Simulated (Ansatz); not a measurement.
# AlH3S2: ladder of basis sets, by script

How does the energy of AlH3S2 converge with the basis? A script is to give a ladder of basis sets; the system is AlH3S2.

Computed with the Python package of Ansatz 0.2.0. The levels of theory stand in the script.

## Step 1: The structure

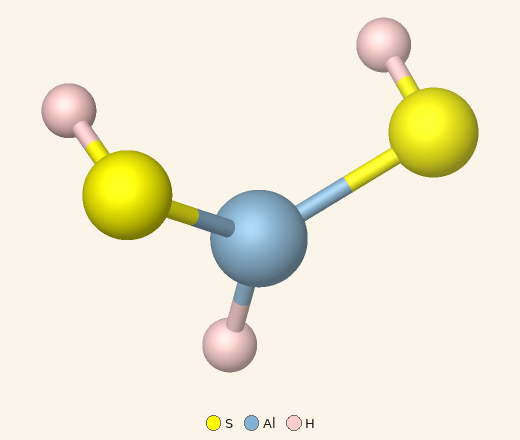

The structure that the script starts from, seen from a chosen angle (sulfur yellow, aluminium light blue, hydrogen pink).

No structure file is read: the coordinates are typed or built in the script.

## Step 2: The script

alh3s2_basis.py

```python
'''Basis-set convergence for AlH3S2.'''

import ansatz

GEOMETRY = '''
S    -1.27960   -1.20280   -1.17680
Al    0.46360    0.03940   -0.50010
S     1.38210   -0.39220    1.49950
H    -2.15000   -0.24420   -0.59030
H     1.05690    1.19670   -1.44200
H     0.56900    0.53900    2.16350
'''

molecule = ansatz.Crystal.molecule()
for line in GEOMETRY.strip().splitlines():
    symbol, *xyz = line.split()
    molecule = molecule.atom(symbol, [float(v) for v in xyz])

setup = molecule.calculation().correlation('mp2')

energies = {}
for basis in ['cc-pVDZ', 'cc-pVTZ']:
    summary = setup.basis(gaussian=basis).run().report
    size = summary['n_frozen'] + summary['n_occupied'][0] + summary['n_virtual'][0]
    energies[basis] = (summary['reference_energy_ev'] / 27.211386246, summary['free_energy_ev'] / 27.211386246)
    print(f'{basis:14s} {size:4d} orbitals  reference {energies[basis][0]:14.6f} Ha  total {energies[basis][1]:14.6f} Ha')

# two-point extrapolation: the basis-set error of the correlation energy falls as X^-3
small, large = (energies[b][1] - energies[b][0] for b in ('cc-pVDZ', 'cc-pVTZ'))
limit = (3 ** 3 * large - 2 ** 3 * small) / (3 ** 3 - 2 ** 3)
print(f'correlation energy: {small:.6f} and {large:.6f} Ha, extrapolated {limit:.6f} Ha')
print(f'share caught by the larger set: {100 * large / limit:.1f} %')
```

## Step 3: What the engine is handed

The package turns the script's settings into the engine's input (first run):

```yaml
crystal:
  periodic: [false, false, false]
  atoms:
    - { symbol: S, position_ang: [-1.2796, -1.2028, -1.1768] }
    - { symbol: Al, position_ang: [0.4636, 0.0394, -0.5001] }
    - { symbol: S, position_ang: [1.3821, -0.3922, 1.4995] }
    - { symbol: H, position_ang: [-2.15, -0.2442, -0.5903] }
    - { symbol: H, position_ang: [1.0569, 1.1967, -1.442] }
    - { symbol: H, position_ang: [0.569, 0.539, 2.1635] }
basis:
  gaussian:
    orbitals: cc-pVDZ
correlation:
  method: mp2
```

## Step 4: Running it

The run is started by

```bash
$ python alh3s2_basis.py
```

Standard output:

```text
cc-pVDZ          69 orbitals  reference   -1038.796115 Ha  total   -1039.126674 Ha
cc-pVTZ         144 orbitals  reference   -1038.841623 Ha  total   -1039.274165 Ha
correlation energy: -0.330559 and -0.432542 Ha, extrapolated -0.475482 Ha
share caught by the larger set: 91.0 %
```

It took 6.1 s on 1 thread of Arm Neoverse N1, shared host; peak memory 0.29 GiB.

## Step 5: Inputs of later runs

The engine's inputs for the other runs:

Run 2, against run 1:

```diff
@@ -12 +12 @@
-    orbitals: cc-pVDZ
+    orbitals: cc-pVTZ
```

## Step 6: The engine's runs

From the records of these 2 runs:

| run | basis | energy (eV) | iterations in all | CPU time (s) |
| --- | --- | --- | --- | --- |
| 1 | cc-pVDZ | -28276.0773 | 11 | 1.3 |
| 2 | cc-pVTZ | -28280.0907 | 14 | 4.1 |

Correlation energies (total less mean field):

| basis | correlation (eV) | share of the last | miss against the last (eV) | CPU time (s) |
| --- | --- | --- | --- | --- |
| cc-pVDZ | -8.995 | 76.4 % | +2.775 | 1.3 |
| cc-pVTZ | -11.770 | 100.0 % | +0.000 | 4.1 |

## Step 7: What came out

```
                       quantity         value
extrapolated correlation energy  -0.475482 Ha
                  runs compared             2
   correlation energy, last run    -11.770 eV
```

**Reading.** Against cc-pVDZ: cc-pVTZ -147.5 mHa. The last step alone is -147.49 mHa. From the first set to the last the time grows from 1.3 to 4.1 s. Caveats:
- The drop along the ladder measures the basis error, and is no property of the molecule.
- The geometry is a force-field or estimated start, not a minimum of this method, and the last set is no limit. Much of the fall in a total is atomic energy, which cancels in bond and reaction energies.
- Inner cores stay frozen, so this is valence correlation.
- For Al to Cl the sets with a tight d function, cc-pV(X+d)Z, are usual.
- An extrapolation from small basis sets is rough.
